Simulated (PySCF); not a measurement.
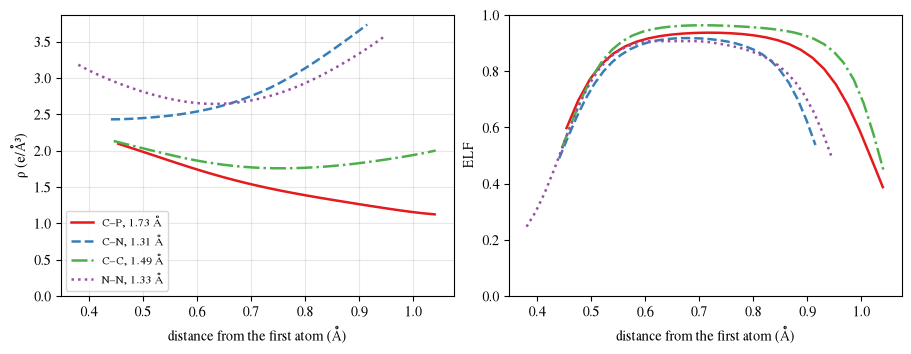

Figure. C$_{5}$H$_{9}$N$_{2}$P. Electron density and electron localisation function along straight lines between neighbouring atoms. The curves leave out the atomic cores.

Geometry: GFN2-xTB.

All numbers below come from CAM-B3LYP/def2-SVPD, SCF density, gas phase (PySCF).

```
atom    x (Å)    y (Å)    z (Å)
   C   3.0806  -0.4588   0.3046
   C   1.5921  -0.4202   0.2466
   N   0.9689   0.7288   0.2287
   N  -0.3448   0.5607   0.1765
   C  -1.1801   1.7291   0.1504
   C  -0.7834  -0.7132   0.1527
   C  -2.2409  -1.0076   0.0953
   P   0.5325  -1.8398   0.1978
   H   3.4120  -0.9909   1.1954
   H   3.4686   0.5563   0.3266
   H   3.4813  -0.9790  -0.5646
   H  -1.7815   1.7556  -0.7604
   H  -1.8465   1.7490   1.0151
   H  -0.5247   2.5967   0.1774
   H  -2.3956  -2.0834   0.0822
   H  -2.7566  -0.5913   0.9623
   H  -2.6890  -0.5800  -0.8032
```

> What can be read from the curves?

C–P (1.73 Å): ρ is about 1.3 e/Å³ halfway; the ELF peaks at about 0.95 between the atoms, as expected for a covalent bond.
C–N (1.31 Å): ρ is about 2.6 e/Å³ halfway; the ELF peaks at about 0.90 between the atoms: localised, covalent bonding.
C–C (1.49 Å): the density is about 1.8 e/Å³ at the midpoint; the ELF peaks at about 0.95 between the atoms: localised, covalent bonding.
N–N (1.33 Å): ρ is about 2.7 e/Å³ halfway; the ELF peaks at about 0.90 between the atoms; a covalent bond.
